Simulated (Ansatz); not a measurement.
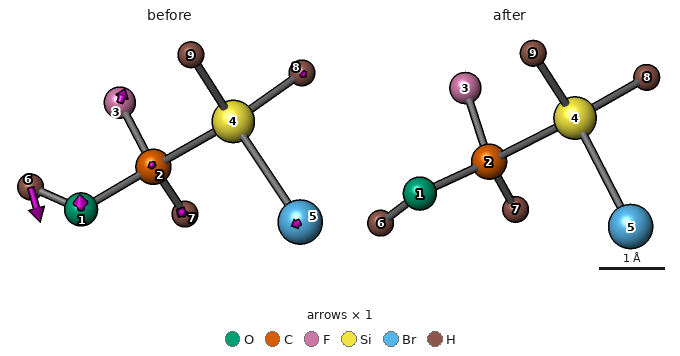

The structure of CH4BrFOSi (coarse preliminary run) before (left) and after (right) a relaxation, at one scale. The purple arrows give the displacements, at their true length.

Style: ball-and-stick. Shown at a tilt.

The start comes from a force field.

All numbers below come from Ansatz, RKS PBE-D4/def2-SVP. (force threshold 0.03 eV/Å; at most 200 steps)

Q: Summarise the run.

A: Over 8 accepted moves (9 points after the start) the energy falls by 0.665 eV. Largest force component: 3.6 eV/Å at the start, 0.029 eV/Å at the end. The line search rejected the trial step at point 5 of the run. The largest move after the best rigid fit is that of H6, 0.58 Å. By element the largest moves are H 0.58 Å, O 0.30 Å, F 0.25 Å, Br 0.17 Å, C 0.12 Å, Si 0.08 Å. Near-neighbour distances that change, for instance: C2–Si4 1.800 → 1.922 Å, Si4–H9 1.570 → 1.498 Å, C2–F3 1.350 → 1.417 Å, Si4–H8 1.481 → 1.499 Å. Bond angles that change, for instance: O1–C2–Si4 121.5° → 109.4°, O1–C2–H7 104.9° → 112.9°, O1–C2–F3 103.5° → 111.4°. Groups turn about O1–C2 by about 60°. The run took 12 s on 4 threads of Arm Neoverse V2, on a shared host.
